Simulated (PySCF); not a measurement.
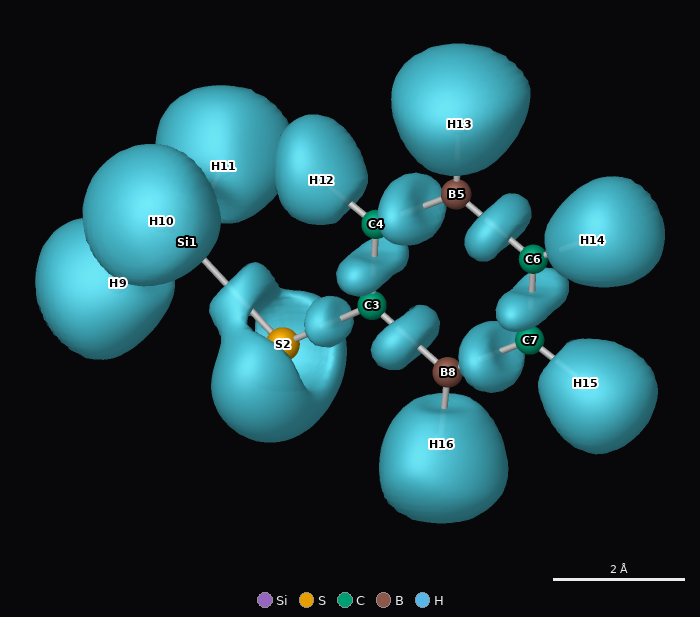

C₄H₈B₂SSi (SMILES [SiH3]SC1=CBC=CB1). Isosurface of the ELF at 0.8 (cyan), seen at a tilt. Only the valence region is drawn (cores and ρ < 0.01 e/Å³ removed).

Geometry: GFN2-xTB.

All numbers below come from PBE0/pcSseg-1, SCF density, gas phase, non-relativistic in PySCF.

Input

```
{"job": {"kind": "nmr", "xc": "PBE0", "basis": "pcSseg-1"}, "charge": 0, "multiplicity": 1}
Si     3.248673    -0.216129    -0.180421
S      1.757809     1.331885    -0.414776
C      0.184243     0.582333    -0.135043
C      0.023302    -0.732855     0.130842
B     -1.376914    -1.324803     0.348794
C     -2.605004    -0.367959     0.229800
C     -2.448764     0.943588    -0.032776
B     -1.038665     1.560139    -0.198489
H      4.473107     0.534477    -0.400894
H      3.160639    -0.747557     1.173916
H      3.040063    -1.239908    -1.196824
H      0.902437    -1.372505     0.179519
H     -1.515983    -2.464955     0.585347
H     -3.612075    -0.757086     0.355546
H     -3.331798     1.572480    -0.109891
H     -0.868668     2.707801    -0.346062
```

Command:

```sh
OMP_NUM_THREADS=1 python probes_run.py task.json out
```

### Where are the electrons localised?

The ELF exceeds this value in four regions between bonded B–C atoms (shared pairs), two regions between bonded C–C atoms (shared pairs), one region between bonded C–S atoms (shared pairs), eight regions around hydrogen nuclei and one region on S in which the atom's valence shell and bonds are merged.

Values along the shortest contacts:
C–C (1.35 Å): the ELF peaks at about 0.95 between the atoms; a covalent bond. C–B (1.54 Å): the ELF peaks at about 0.95 between the atoms: a covalent bond.
